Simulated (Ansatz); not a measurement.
# SiPH (singlet): CAM-B3LYP, wB97M-V over a scan of the distance Si1–H3, 6-31G

Aim: run SiPH (singlet) with these functionals over a scan of the distance Si1–H3, and hold them against the top wave-function level at the same points.

Method: 6-31G, all electrons in the functionals; program: Ansatz 0.2.0, Gaussian basis.

To be run: CAM-B3LYP, wB97M-V, at 1.176 Å; 1.363 Å; 1.483 Å; 1.609 Å; 1.812 Å; 2.020 Å; 2.322 Å; 2.803 Å; 3.247 Å; 3.941 Å; 5.070 Å.

9 further runs of the same task are left out: 7 that didn't finish, 2 set aside as unsound or not needed.

**1. What is computed**

The geometry derives from a PBE0/def2-TZVP stationary point (not a proven minimum). One bond is set to the value named and the two fragments are kept rigid.

3 atoms, charge 0, spin multiplicity 1.

Atoms are counted from 1 here; the program's logs count them from 0.

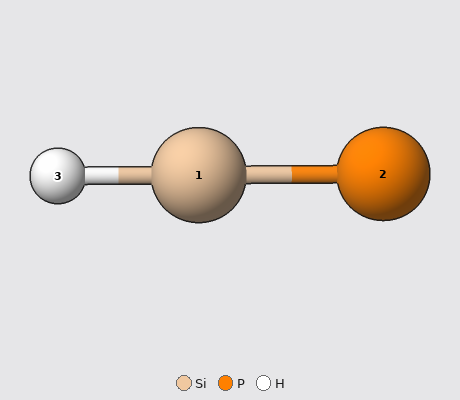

The geometry (silicon light orange, phosphorus orange, hydrogen white); atoms are numbered from 1 in the order of the file.

No dispersion term is added; wB97M-V holds VV10 nonlocal correlation.

The geometry shown and the zero of energy belong to the point 1.483 Å. The yardstick, FCI, and other wave-function levels (R restricted, U unrestricted, valence and pair active spaces) come from earlier runs.

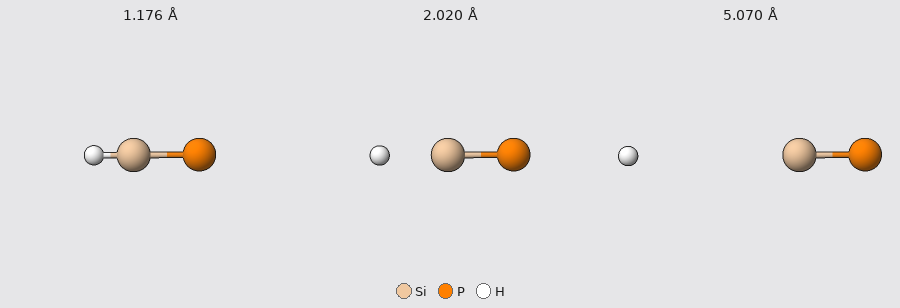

Three points of the scan; sticks are drawn by distance.

**2. CAM-B3LYP, 1.176 Å**

Input file in.yaml:

```yaml
crystal:
  periodic: [false, false, false]
  atoms:
    - {symbol: Si, position_ang: [0.000000, 0.000000, 0.256133]}
    - {symbol: P, position_ang: [0.000000, 0.000000, -1.688267]}
    - {symbol: H, position_ang: [0.000000, 0.000000, 1.432133]}
basis:
  gaussian: {orbitals: 6-31G}
magnetization: {spin_polarized: true, initial_magnetization: 0}
hamiltonian: {xc: {name: CAM-B3LYP}}
```

On the command line:

```console
$ ansatz run in.yaml --threads 1 --pin off --events-out ev --progress --plain --max-ram 2393MiB
```

The program printed, cut to the lines that bear on the results:

```text
Functional definition: CAM-B3LYP
  name "CAM-B3LYP"
  cite "Yanai, Tew & Handy, Chem. Phys. Lett. 393, 51 (2004) doi:10.1016/j.cplett.2004.06.011"
  cite "Iikura, Tsuneda, Yanai & Hirao, J. Chem. Phys. 115, 3540 (2001) doi:10.1063/1.1383587"
  cite "Becke, Phys. Rev. A 38, 3098 (1988) doi:10.1103/PhysRevA.38.3098"
  cite "Lee, Yang & Parr, Phys. Rev. B 37, 785 (1988) doi:10.1103/PhysRevB.37.785"
  cite "Vosko, Wilk & Nusair, Can. J. Phys. 58, 1200 (1980) doi:10.1139/p80-159"
[...]
  # Exact exchange under (alpha + beta erf(omega r))/r, Becke's under what is left of 1/r.
[...]
312 factors; integrals over basis functions are off by at most 9.9e-5 eV
142 factors; integrals over basis functions are off by at most 7.4e-6 eV
[...]
mean field -17176.91065473 eV, -631.2398236330 hartree, gradient 1.7e-5 eV, S^2 0.000000; 1 other end points of the search recorded, 0 dependent functions left out
reference -17176.91074285 eV, -631.2398268714 hartree; 15, 15 occupied and 13, 13 virtual orbitals, 312 factors
Total energy: -17176.91074285 eV, -631.2398268714 hartree
```

Run time: 3.7 s. Hardware: 1 thread of Intel Xeon at 2.50GHz, shared host.

From the report: ⟨S²⟩ of the determinant 0.000 (pure singlet: 0.00).

**3. CAM-B3LYP, 1.363 Å**

Input file in.yaml:

```yaml
crystal:
  periodic: [false, false, false]
  atoms:
    - {symbol: Si, position_ang: [0.000000, 0.000000, 0.193800]}
    - {symbol: P, position_ang: [0.000000, 0.000000, -1.750600]}
    - {symbol: H, position_ang: [0.000000, 0.000000, 1.556800]}
basis:
  gaussian: {orbitals: 6-31G}
magnetization: {spin_polarized: true, initial_magnetization: 0}
hamiltonian: {xc: {name: CAM-B3LYP}}
```

The command is unchanged.

The program printed, cut to the lines that bear on the results:

```text
Functional definition: CAM-B3LYP
  name "CAM-B3LYP"
  cite "Yanai, Tew & Handy, Chem. Phys. Lett. 393, 51 (2004) doi:10.1016/j.cplett.2004.06.011"
  cite "Iikura, Tsuneda, Yanai & Hirao, J. Chem. Phys. 115, 3540 (2001) doi:10.1063/1.1383587"
  cite "Becke, Phys. Rev. A 38, 3098 (1988) doi:10.1103/PhysRevA.38.3098"
  cite "Lee, Yang & Parr, Phys. Rev. B 37, 785 (1988) doi:10.1103/PhysRevB.37.785"
[...]
312 factors; integrals over basis functions are off by at most 1.5e-4 eV
142 factors; integrals over basis functions are off by at most 7.4e-6 eV
[...]
mean field -17178.15570943 eV, -631.2855785496 hartree, gradient 2.4e-5 eV, S^2 0.000000; 1 other end points of the search recorded, 0 dependent functions left out
reference -17178.15579904 eV, -631.2855818427 hartree; 15, 15 occupied and 13, 13 virtual orbitals, 312 factors
Total energy: -17178.15579904 eV, -631.2855818427 hartree
```

Run time: 5.5 s. Hardware: 1 thread of Intel Xeon at 2.50GHz, shared host.

From the report: ⟨S²⟩ of the determinant 0.000 (pure singlet: 0.00).

**4. CAM-B3LYP, 1.483 Å**

Input file in.yaml:

```yaml
crystal:
  periodic: [false, false, false]
  atoms:
    - {symbol: Si, position_ang: [0.000000, 0.000000, 0.153800]}
    - {symbol: P, position_ang: [0.000000, 0.000000, -1.790600]}
    - {symbol: H, position_ang: [0.000000, 0.000000, 1.636800]}
basis:
  gaussian: {orbitals: 6-31G}
magnetization: {spin_polarized: true, initial_magnetization: 0}
hamiltonian: {xc: {name: CAM-B3LYP}}
```

Launched as before.

The program printed, cut to the lines that bear on the results:

```text
Functional definition: CAM-B3LYP
  name "CAM-B3LYP"
  cite "Yanai, Tew & Handy, Chem. Phys. Lett. 393, 51 (2004) doi:10.1016/j.cplett.2004.06.011"
  cite "Iikura, Tsuneda, Yanai & Hirao, J. Chem. Phys. 115, 3540 (2001) doi:10.1063/1.1383587"
  cite "Becke, Phys. Rev. A 38, 3098 (1988) doi:10.1103/PhysRevA.38.3098"
  cite "Lee, Yang & Parr, Phys. Rev. B 37, 785 (1988) doi:10.1103/PhysRevB.37.785"
[...]
312 factors; integrals over basis functions are off by at most 1.7e-4 eV
142 factors; integrals over basis functions are off by at most 7.4e-6 eV
[...]
mean field -17178.31385492 eV, -631.2913902888 hartree, gradient 2.5e-6 eV, S^2 0.000000; 1 other end points of the search recorded, 0 dependent functions left out
reference -17178.31394330 eV, -631.2913935368 hartree; 15, 15 occupied and 13, 13 virtual orbitals, 312 factors
Total energy: -17178.31394330 eV, -631.2913935368 hartree
```

It took 4.1 s on 1 thread of Intel Xeon at 2.50GHz, shared host.

From the report: ⟨S²⟩ of the determinant 0.000 (pure singlet: 0.00).

**5. CAM-B3LYP, 1.609 Å**

Input file in.yaml:

```yaml
crystal:
  periodic: [false, false, false]
  atoms:
    - {symbol: Si, position_ang: [0.000000, 0.000000, 0.111800]}
    - {symbol: P, position_ang: [0.000000, 0.000000, -1.832600]}
    - {symbol: H, position_ang: [0.000000, 0.000000, 1.720800]}
basis:
  gaussian: {orbitals: 6-31G}
magnetization: {spin_polarized: true, initial_magnetization: 0}
hamiltonian: {xc: {name: CAM-B3LYP}}
```

Launched as before.

The program printed, cut to the lines that bear on the results:

```text
Functional definition: CAM-B3LYP
  name "CAM-B3LYP"
  cite "Yanai, Tew & Handy, Chem. Phys. Lett. 393, 51 (2004) doi:10.1016/j.cplett.2004.06.011"
  cite "Iikura, Tsuneda, Yanai & Hirao, J. Chem. Phys. 115, 3540 (2001) doi:10.1063/1.1383587"
  cite "Becke, Phys. Rev. A 38, 3098 (1988) doi:10.1103/PhysRevA.38.3098"
  cite "Lee, Yang & Parr, Phys. Rev. B 37, 785 (1988) doi:10.1103/PhysRevB.37.785"
[...]
312 factors; integrals over basis functions are off by at most 1.8e-4 eV
142 factors; integrals over basis functions are off by at most 7.4e-6 eV
[...]
mean field -17178.19208705 eV, -631.2869154022 hartree, gradient 2.2e-5 eV, S^2 0.000000; 1 other end points of the search recorded, 0 dependent functions left out
reference -17178.19217490 eV, -631.2869186308 hartree; 15, 15 occupied and 13, 13 virtual orbitals, 312 factors
Total energy: -17178.19217490 eV, -631.2869186308 hartree
```

Wall time 4.7 s (1 thread of Intel Xeon at 2.50GHz, shared host).

From the report: ⟨S²⟩ of the determinant 0.000 (pure singlet: 0.00).

From 1.483 Å: +11.7 kJ/mol.

**6. CAM-B3LYP, 1.812 Å**

Input file in.yaml:

```yaml
crystal:
  periodic: [false, false, false]
  atoms:
    - {symbol: Si, position_ang: [0.000000, 0.000000, 0.044133]}
    - {symbol: P, position_ang: [0.000000, 0.000000, -1.900267]}
    - {symbol: H, position_ang: [0.000000, 0.000000, 1.856133]}
basis:
  gaussian: {orbitals: 6-31G}
magnetization: {spin_polarized: true, initial_magnetization: 0}
hamiltonian: {xc: {name: CAM-B3LYP}}
```

Launched as before.

The program printed, cut to the lines that bear on the results:

```text
Functional definition: CAM-B3LYP
  name "CAM-B3LYP"
  cite "Yanai, Tew & Handy, Chem. Phys. Lett. 393, 51 (2004) doi:10.1016/j.cplett.2004.06.011"
  cite "Iikura, Tsuneda, Yanai & Hirao, J. Chem. Phys. 115, 3540 (2001) doi:10.1063/1.1383587"
  cite "Becke, Phys. Rev. A 38, 3098 (1988) doi:10.1103/PhysRevA.38.3098"
  cite "Lee, Yang & Parr, Phys. Rev. B 37, 785 (1988) doi:10.1103/PhysRevB.37.785"
[...]
312 factors; integrals over basis functions are off by at most 1.6e-4 eV
142 factors; integrals over basis functions are off by at most 7.6e-6 eV
[...]
mean field -17177.68158372 eV, -631.2681547508 hartree, gradient 2.5e-5 eV, S^2 0.000000; 1 other end points of the search recorded, 0 dependent functions left out
reference -17177.68167345 eV, -631.2681580484 hartree; 15, 15 occupied and 13, 13 virtual orbitals, 312 factors
Total energy: -17177.68167345 eV, -631.2681580484 hartree
```

It took 4.1 s on 1 thread of Intel Xeon at 2.50GHz, shared host.

From the report: ⟨S²⟩ of the determinant 0.000 (pure singlet: 0.00).

From 1.483 Å: +61.0 kJ/mol.

**7. CAM-B3LYP, 2.020 Å**

Input file in.yaml:

```yaml
crystal:
  periodic: [false, false, false]
  atoms:
    - {symbol: Si, position_ang: [0.000000, 0.000000, -0.025200]}
    - {symbol: P, position_ang: [0.000000, 0.000000, -1.969600]}
    - {symbol: H, position_ang: [0.000000, 0.000000, 1.994800]}
basis:
  gaussian: {orbitals: 6-31G}
magnetization: {spin_polarized: true, initial_magnetization: 0}
hamiltonian: {xc: {name: CAM-B3LYP}}
```

The command is unchanged.

The program printed, cut to the lines that bear on the results:

```text
Functional definition: CAM-B3LYP
  name "CAM-B3LYP"
  cite "Yanai, Tew & Handy, Chem. Phys. Lett. 393, 51 (2004) doi:10.1016/j.cplett.2004.06.011"
  cite "Iikura, Tsuneda, Yanai & Hirao, J. Chem. Phys. 115, 3540 (2001) doi:10.1063/1.1383587"
  cite "Becke, Phys. Rev. A 38, 3098 (1988) doi:10.1103/PhysRevA.38.3098"
  cite "Lee, Yang & Parr, Phys. Rev. B 37, 785 (1988) doi:10.1103/PhysRevB.37.785"
[...]
312 factors; integrals over basis functions are off by at most 1.6e-4 eV
142 factors; integrals over basis functions are off by at most 7.4e-6 eV
[...]
mean field -17177.00947867 eV, -631.2434553459 hartree, gradient 2.8e-5 eV, S^2 0.000000; 2 other end points of the search recorded, 0 dependent functions left out
reference -17177.00956973 eV, -631.2434586925 hartree; 15, 15 occupied and 13, 13 virtual orbitals, 312 factors
Total energy: -17177.00956973 eV, -631.2434586925 hartree
```

It took 3.1 s on 1 thread of Intel Xeon at 2.50GHz, shared host.

From the report: ⟨S²⟩ of the determinant 0.000 (pure singlet: 0.00).

From 1.483 Å: +125.9 kJ/mol.

**8. CAM-B3LYP, 2.322 Å**

Input file in.yaml:

```yaml
crystal:
  periodic: [false, false, false]
  atoms:
    - {symbol: Si, position_ang: [0.000000, 0.000000, -0.125867]}
    - {symbol: P, position_ang: [0.000000, 0.000000, -2.070267]}
    - {symbol: H, position_ang: [0.000000, 0.000000, 2.196133]}
basis:
  gaussian: {orbitals: 6-31G}
magnetization: {spin_polarized: true, initial_magnetization: 0}
hamiltonian: {xc: {name: CAM-B3LYP}}
```

Same command.

The program printed, cut to the lines that bear on the results:

```text
Functional definition: CAM-B3LYP
  name "CAM-B3LYP"
  cite "Yanai, Tew & Handy, Chem. Phys. Lett. 393, 51 (2004) doi:10.1016/j.cplett.2004.06.011"
  cite "Iikura, Tsuneda, Yanai & Hirao, J. Chem. Phys. 115, 3540 (2001) doi:10.1063/1.1383587"
  cite "Becke, Phys. Rev. A 38, 3098 (1988) doi:10.1103/PhysRevA.38.3098"
  cite "Lee, Yang & Parr, Phys. Rev. B 37, 785 (1988) doi:10.1103/PhysRevB.37.785"
[...]
312 factors; integrals over basis functions are off by at most 1.2e-4 eV
142 factors; integrals over basis functions are off by at most 9.2e-6 eV
[...]
mean field -17176.07801592 eV, -631.2092247213 hartree, gradient 1.8e-5 eV, S^2 0.260456; 7 other end points of the search recorded, 0 dependent functions left out
reference -17176.07810747 eV, -631.2092280857 hartree; 15, 15 occupied and 13, 13 virtual orbitals, 312 factors
Total energy: -17176.07810747 eV, -631.2092280857 hartree
```

Wall time 7.5 s (1 thread of Intel Xeon at 2.50GHz, shared host).

From the report: ⟨S²⟩ of the determinant 0.260 (pure singlet: 0.00).

From 1.483 Å: +215.7 kJ/mol.

**9. CAM-B3LYP, 2.803 Å**

Input file in.yaml:

```yaml
crystal:
  periodic: [false, false, false]
  atoms:
    - {symbol: Si, position_ang: [0.000000, 0.000000, 0.286200]}
    - {symbol: P, position_ang: [0.000000, 0.000000, 2.230600]}
    - {symbol: H, position_ang: [0.000000, 0.000000, -2.516800]}
basis:
  gaussian: {orbitals: 6-31G}
magnetization: {spin_polarized: true, initial_magnetization: 0}
hamiltonian: {xc: {name: CAM-B3LYP}}
```

The command is unchanged.

The program printed, cut to the lines that bear on the results:

```text
Functional definition: CAM-B3LYP
  name "CAM-B3LYP"
  cite "Yanai, Tew & Handy, Chem. Phys. Lett. 393, 51 (2004) doi:10.1016/j.cplett.2004.06.011"
  cite "Iikura, Tsuneda, Yanai & Hirao, J. Chem. Phys. 115, 3540 (2001) doi:10.1063/1.1383587"
  cite "Becke, Phys. Rev. A 38, 3098 (1988) doi:10.1103/PhysRevA.38.3098"
  cite "Lee, Yang & Parr, Phys. Rev. B 37, 785 (1988) doi:10.1103/PhysRevB.37.785"
[...]
312 factors; integrals over basis functions are off by at most 1.1e-4 eV
142 factors; integrals over basis functions are off by at most 1.2e-5 eV
[...]
mean field -17175.41546971 eV, -631.1848765972 hartree, gradient 4.9e-6 eV, S^2 0.802544; 6 other end points of the search recorded, 0 dependent functions left out
reference -17175.41556471 eV, -631.1848800881 hartree; 15, 15 occupied and 13, 13 virtual orbitals, 312 factors
Total energy: -17175.41556471 eV, -631.1848800881 hartree
```

Wall time 11 s (1 thread of Intel Xeon at 2.50GHz, shared host).

From the report: ⟨S²⟩ of the determinant 0.803 (pure singlet: 0.00). The determinant is far from a pure spin state, so its energy mixes those of several spin states (harmless only where they are near-degenerate, as at dissociation).

From 1.483 Å: +279.7 kJ/mol.

**10. CAM-B3LYP, 3.247 Å**

Input file in.yaml:

```yaml
crystal:
  periodic: [false, false, false]
  atoms:
    - {symbol: Si, position_ang: [0.000000, 0.000000, 0.434200]}
    - {symbol: P, position_ang: [0.000000, 0.000000, 2.378600]}
    - {symbol: H, position_ang: [0.000000, 0.000000, -2.812800]}
basis:
  gaussian: {orbitals: 6-31G}
magnetization: {spin_polarized: true, initial_magnetization: 0}
hamiltonian: {xc: {name: CAM-B3LYP}}
```

The command is unchanged.

The program printed, cut to the lines that bear on the results:

```text
Functional definition: CAM-B3LYP
  name "CAM-B3LYP"
  cite "Yanai, Tew & Handy, Chem. Phys. Lett. 393, 51 (2004) doi:10.1016/j.cplett.2004.06.011"
  cite "Iikura, Tsuneda, Yanai & Hirao, J. Chem. Phys. 115, 3540 (2001) doi:10.1063/1.1383587"
  cite "Becke, Phys. Rev. A 38, 3098 (1988) doi:10.1103/PhysRevA.38.3098"
  cite "Lee, Yang & Parr, Phys. Rev. B 37, 785 (1988) doi:10.1103/PhysRevB.37.785"
[...]
312 factors; integrals over basis functions are off by at most 1.6e-4 eV
142 factors; integrals over basis functions are off by at most 1.9e-5 eV
[...]
mean field -17175.23110344 eV, -631.1781012617 hartree, gradient 6.5e-6 eV, S^2 0.947788; 6 other end points of the search recorded, 0 dependent functions left out
reference -17175.23120312 eV, -631.1781049247 hartree; 15, 15 occupied and 13, 13 virtual orbitals, 312 factors
Total energy: -17175.23120312 eV, -631.1781049247 hartree
```

Wall time 6.5 s (1 thread of Intel Xeon at 2.50GHz, shared host).

From the report: ⟨S²⟩ of the determinant 0.948 (pure singlet: 0.00). The determinant is far from a pure spin state, so its energy mixes those of several spin states (harmless only where they are near-degenerate, as at dissociation).

From 1.483 Å: +297.4 kJ/mol.

**11. CAM-B3LYP, 3.941 Å**

Input file in.yaml:

```yaml
crystal:
  periodic: [false, false, false]
  atoms:
    - {symbol: Si, position_ang: [0.000000, 0.000000, -0.665533]}
    - {symbol: P, position_ang: [0.000000, 0.000000, -2.609933]}
    - {symbol: H, position_ang: [0.000000, 0.000000, 3.275467]}
basis:
  gaussian: {orbitals: 6-31G}
magnetization: {spin_polarized: true, initial_magnetization: 0}
hamiltonian: {xc: {name: CAM-B3LYP}}
```

Same command.

The program printed, cut to the lines that bear on the results:

```text
Functional definition: CAM-B3LYP
  name "CAM-B3LYP"
  cite "Yanai, Tew & Handy, Chem. Phys. Lett. 393, 51 (2004) doi:10.1016/j.cplett.2004.06.011"
  cite "Iikura, Tsuneda, Yanai & Hirao, J. Chem. Phys. 115, 3540 (2001) doi:10.1063/1.1383587"
  cite "Becke, Phys. Rev. A 38, 3098 (1988) doi:10.1103/PhysRevA.38.3098"
  cite "Lee, Yang & Parr, Phys. Rev. B 37, 785 (1988) doi:10.1103/PhysRevB.37.785"
[...]
313 factors; integrals over basis functions are off by at most 1.2e-4 eV
142 factors; integrals over basis functions are off by at most 3.7e-5 eV
[...]
mean field -17175.15007453 eV, -631.1751235042 hartree, gradient 4.4e-6 eV, S^2 0.999122; 5 other end points of the search recorded, 0 dependent functions left out
reference -17175.15018001 eV, -631.1751273805 hartree; 15, 15 occupied and 13, 13 virtual orbitals, 313 factors
Total energy: -17175.15018001 eV, -631.1751273805 hartree
```

It took 7 s on 1 thread of Intel Xeon at 2.50GHz, shared host.

From the report: ⟨S²⟩ of the determinant 0.999 (pure singlet: 0.00). The determinant is far from a pure spin state, so its energy mixes those of several spin states (harmless only where they are near-degenerate, as at dissociation).

From 1.483 Å: +305.3 kJ/mol.

**12. CAM-B3LYP, 5.070 Å**

Input file in.yaml:

```yaml
crystal:
  periodic: [false, false, false]
  atoms:
    - {symbol: Si, position_ang: [0.000000, 0.000000, -1.041867]}
    - {symbol: P, position_ang: [0.000000, 0.000000, -2.986267]}
    - {symbol: H, position_ang: [0.000000, 0.000000, 4.028133]}
basis:
  gaussian: {orbitals: 6-31G}
magnetization: {spin_polarized: true, initial_magnetization: 0}
hamiltonian: {xc: {name: CAM-B3LYP}}
```

The command is unchanged.

The program printed, cut to the lines that bear on the results:

```text
Functional definition: CAM-B3LYP
  name "CAM-B3LYP"
  cite "Yanai, Tew & Handy, Chem. Phys. Lett. 393, 51 (2004) doi:10.1016/j.cplett.2004.06.011"
  cite "Iikura, Tsuneda, Yanai & Hirao, J. Chem. Phys. 115, 3540 (2001) doi:10.1063/1.1383587"
  cite "Becke, Phys. Rev. A 38, 3098 (1988) doi:10.1103/PhysRevA.38.3098"
  cite "Lee, Yang & Parr, Phys. Rev. B 37, 785 (1988) doi:10.1103/PhysRevB.37.785"
[...]
312 factors; integrals over basis functions are off by at most 1.7e-4 eV
142 factors; integrals over basis functions are off by at most 3.7e-5 eV
[...]
mean field -17175.12486701 eV, -631.1741971447 hartree, gradient 8.4e-6 eV, S^2 1.007144; 5 other end points of the search recorded, 0 dependent functions left out
reference -17175.12498781 eV, -631.1742015842 hartree; 15, 15 occupied and 13, 13 virtual orbitals, 312 factors
Total energy: -17175.12498781 eV, -631.1742015842 hartree
```

Wall time 6 s (1 thread of Intel Xeon at 2.50GHz, shared host).

From the report: ⟨S²⟩ of the determinant 1.007 (pure singlet: 0.00). The determinant is far from a pure spin state, so its energy mixes those of several spin states (harmless only where they are near-degenerate, as at dissociation).

From 1.483 Å: +307.7 kJ/mol.

**13. wB97M-V, 1.176 Å**

Input file in.yaml:

```yaml
crystal:
  periodic: [false, false, false]
  atoms:
    - {symbol: Si, position_ang: [0.000000, 0.000000, 0.256133]}
    - {symbol: P, position_ang: [0.000000, 0.000000, -1.688267]}
    - {symbol: H, position_ang: [0.000000, 0.000000, 1.432133]}
basis:
  gaussian: {orbitals: 6-31G}
magnetization: {spin_polarized: true, initial_magnetization: 0}
hamiltonian: {xc: {name: wB97M-V}}
output: {forces: true, orbitals: {seedname: orbitals}}
```

Launched as before.

The program printed, cut to the lines that bear on the results:

```text
Functional definition: wB97M-V
  name "wB97M-V"
  cite "Mardirossian & Head-Gordon, J. Chem. Phys. 144, 214110 (2016) doi:10.1063/1.4952647"
  cite "Becke, J. Chem. Phys. 107, 8554 (1997) doi:10.1063/1.475007"
  cite "Vydrov & Van Voorhis, J. Chem. Phys. 133, 244103 (2010) doi:10.1063/1.3521275"
  # Of w^i u^j: cxij and so on, Table III.
[...]
  gx(w, u) = 1 - cx + cx01*u + cx10*w
[...]
reference -17175.77349051 eV, -631.1980336189 hartree; 15, 15 occupied and 13, 13 virtual orbitals, 312 factors
Total energy: -17175.77349051 eV, -631.1980336189 hartree
Atom 0 at     0.000000     0.000000     0.256133 Å, force     0.000000    -0.000000    -9.954849 eV/Å
Atom 1 at     0.000000     0.000000    -1.688267 Å, force    -0.000000    -0.000000    -1.613050 eV/Å
Atom 2 at     0.000000     0.000000     1.432133 Å, force    -0.000000     0.000000    11.567899 eV/Å
Dipole moment:    -0.000000    -0.000000     0.568678 e Å
```

Run time: 12 s. Hardware: 1 thread of Intel Xeon at 2.50GHz, shared host.

From the report: ⟨S²⟩ of the determinant 0.000 (pure singlet: 0.00).

**14. wB97M-V, 1.363 Å**

Input file in.yaml:

```yaml
crystal:
  periodic: [false, false, false]
  atoms:
    - {symbol: Si, position_ang: [0.000000, 0.000000, 0.193800]}
    - {symbol: P, position_ang: [0.000000, 0.000000, -1.750600]}
    - {symbol: H, position_ang: [0.000000, 0.000000, 1.556800]}
basis:
  gaussian: {orbitals: 6-31G}
magnetization: {spin_polarized: true, initial_magnetization: 0}
hamiltonian: {xc: {name: wB97M-V}}
output: {forces: true, orbitals: {seedname: orbitals}}
```

The command is unchanged.

The program printed, cut to the lines that bear on the results:

```text
Functional definition: wB97M-V
  name "wB97M-V"
  cite "Mardirossian & Head-Gordon, J. Chem. Phys. 144, 214110 (2016) doi:10.1063/1.4952647"
  cite "Becke, J. Chem. Phys. 107, 8554 (1997) doi:10.1063/1.475007"
  cite "Vydrov & Van Voorhis, J. Chem. Phys. 133, 244103 (2010) doi:10.1063/1.3521275"
  # Of w^i u^j: cxij and so on, Table III.
[...]
  gx(w, u) = 1 - cx + cx01*u + cx10*w
[...]
reference -17177.01967964 eV, -631.2438302248 hartree; 15, 15 occupied and 13, 13 virtual orbitals, 312 factors
Total energy: -17177.01967964 eV, -631.2438302248 hartree
Atom 0 at     0.000000     0.000000     0.193800 Å, force    -0.000000    -0.000000    -1.147177 eV/Å
Atom 1 at     0.000000     0.000000    -1.750600 Å, force     0.000000     0.000000    -1.720046 eV/Å
Atom 2 at     0.000000     0.000000     1.556800 Å, force     0.000000     0.000000     2.867222 eV/Å
Dipole moment:    -0.000000    -0.000000     0.555873 e Å
```

Wall time 11 s (1 thread of Intel Xeon at 2.50GHz, shared host).

From the report: ⟨S²⟩ of the determinant 0.000 (pure singlet: 0.00).

[end of part 1 of 2]
